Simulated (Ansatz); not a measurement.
# Fields on a plane of Pt (fcc, Cu type)

```xyz
1
Lattice="0.0000 1.9701 1.9701 1.9701 0.0000 1.9701 1.9701 1.9701 0.0000" Properties=species:S:1:pos:R:3 pbc="T T T"
Pt     0.0000     0.0000     0.0000
```

The slice is a {111} plane (indices of the conventional cell) through the point (0.000, 0.000, 0.000) (fractional), spanned by u = [100] and v = [-1 2 0] in vectors of this cell: u (2.79 Å) and v (4.83 Å, at 90° to u). It covers one period; positions are fractions (u, v).

Atoms on it: Pt at (0.00, 0.00); Pt at (0.50, 0.50).

Level of theory: r2SCAN (plane waves to 500 eV, PAW, scalar-relativistic; Ansatz, an electronic-structure program). k mesh 20×20×20. These are valence fields of a PAW run, semicore shells included where kept as valence: close to a nucleus they are smooth pseudo fields. Pt is run without spin polarisation. Pt was relaxed with its symmetry unable to fall. Spin-orbit coupling is left out, though Pt is heavy.

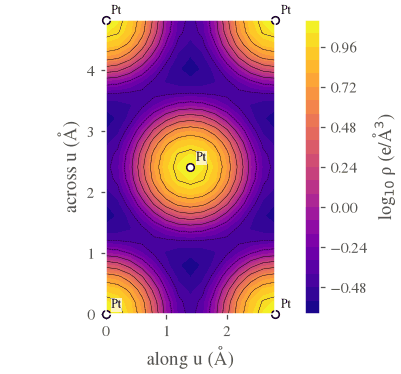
Fig. 1. Log₁₀ of the valence density in e/Å³, one period of the plane, atoms marked. The scale is logarithmic, as a density can span decades between atoms and voids.

```
v \ u  0.00  0.14  0.29  0.43  0.57  0.71  0.86
-----  ----  ----  ----  ----  ----  ----  ----
0.88      x     x     x  11.7  11.7     x     x
0.75    9.4  10.2  10.7   9.7   9.7  10.7  10.2
0.62   12.7   8.4     x     x     x     x   8.4
0.50   10.7     x     x     x     x     x     x
0.38   12.7   8.4     x     x     x     x   8.4
0.25    9.4  10.2  10.7   9.7   9.7  10.7  10.2
0.12      x     x     x  11.7  11.7     x     x
0.00      x     x     x   8.7   8.7     x     x
```

Values: electrostatic potential energy of an electron, from the cell's mean, in eV. Points within 1 Å of a nucleus are blanked (x), as the pseudised field means little there. Values under 5 eV are set to 5. The zero, the cell's mean, hangs on the PAW cores.

| Quantity | Value |
|---|---|
| Density on the Pt–Pt line (2.79 Å) at its midpoint | 0.37 e/Å³ |
| ELF at that point | 0.28 |
